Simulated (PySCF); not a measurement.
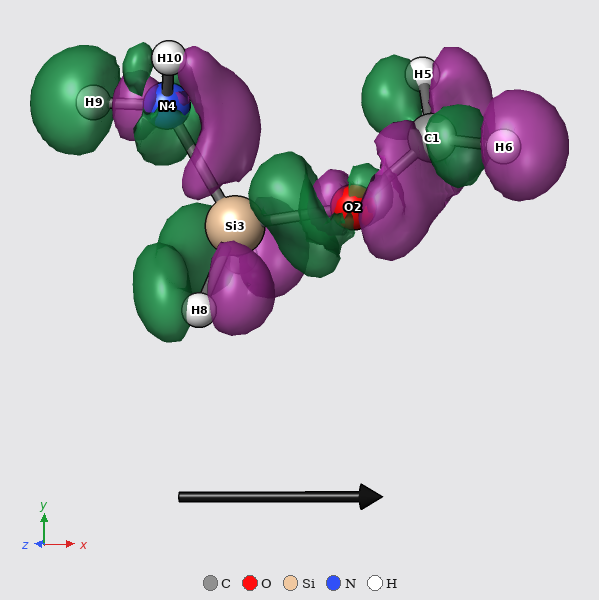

Figure 1: CH6NOSi, doublet, SMILES `[CH2]O[SiH2]N`. Change of the electron density in a uniform field of 0.41 V/Å along +x (arrow), surfaces at ±0.004 e/Å³ (green: gain, purple: loss).

Computed with PySCF, ωB97X/cc-pVDZ, geometry: GFN2-xTB. No frequency check shows the geometry to be a minimum. A basis without diffuse functions makes polarisabilities too small. The stability of the open-shell solution wasn't checked. GFN2-xTB doesn't know the spin state, so this open-shell geometry is rough.

The calculation's input:

```python
import numpy as np
from pyscf import gto, scf, dft
from pyscf.scf import atom_ks, atom_hf
from scipy.linalg import block_diag

def solve(mol, dm0=None, hcore=None):
    mf = (dft.UKS if mol.spin else dft.RKS)(mol, xc='wb97x')
    mf.grids.level = 3
    mf = mf.density_fit(auxbasis='def2-universal-jkfit')
    mf.conv_tol, mf.max_cycle = 1e-8, 80
    if hcore is not None:
        mf.get_hcore = lambda *args: hcore
    mf.kernel(dm0)
    if not mf.converged:
        mf = mf.newton().run(mf.mo_coeff, mf.mo_occ, max_cycle=30)
    assert mf.converged, 'SCF not converged'
    return mf

mol = gto.M(atom='''
C      1.89971     0.51071    -0.14072
O      0.97782    -0.35590     0.27551
Si    -0.59578    -0.58426    -0.08952
N     -1.43811     0.91466     0.05399
H      1.64298     1.30329    -0.81582
H      2.88420     0.39956     0.26893
H     -0.80680    -0.96162    -1.48718
H     -0.86493    -1.64078     0.88002
H     -2.41587     0.95461    -0.18097
H     -1.25273     1.50487     0.85064
''', basis='cc-pvdz', charge=0, spin=1, verbose=4)
field = np.array([-0.008, -0.0, -0.0])  # atomic units
mol.set_common_orig(mol.atom_charges() @ mol.atom_coords() / mol.atom_charges().sum())
mf = solve(mol)
out = dict(dm0=mf.make_rdm1(), d0=mf.dip_moment(unit='AU'), e0=mf.e_tot)
for name, sign in (('p', 1), ('m', -1)):
    h = mf.get_hcore() + sign * np.einsum('x,xij->ij', field, mol.intor('int1e_r'))
    mi = solve(mol, mf.make_rdm1(), h)
    out.update({'dm' + name: mi.make_rdm1(), 'd' + name: mi.dip_moment(unit='AU'), 'e' + name: mi.e_tot})
# spherically averaged free atoms, for the promolecule
atm = atom_ks.get_atm_nrks(mol, xc='wb97x')
pro = block_diag(*[(atm[a[0]][2] * atm[a[0]][3]) @ atm[a[0]][2].T for a in mol._atom])
np.savez('result.npz', pro=pro, **out)
```

Command:

```sh
OMP_NUM_THREADS=1 python input.py
```

The run took 41 s on 1 thread of Arm Neoverse V2 (shared host), peak memory 0.47 GiB.

Partitions, critical points and surface values were worked out afterwards from this run's density.

The field was applied in both directions; the picture shows the one opposite to the script's first.

What dipole is induced, and what polarisability does it imply?

The induced dipole is 0.94 D (along the field); α along this axis, from the fields in both directions, is 46 bohr³ (6.8 Å³).
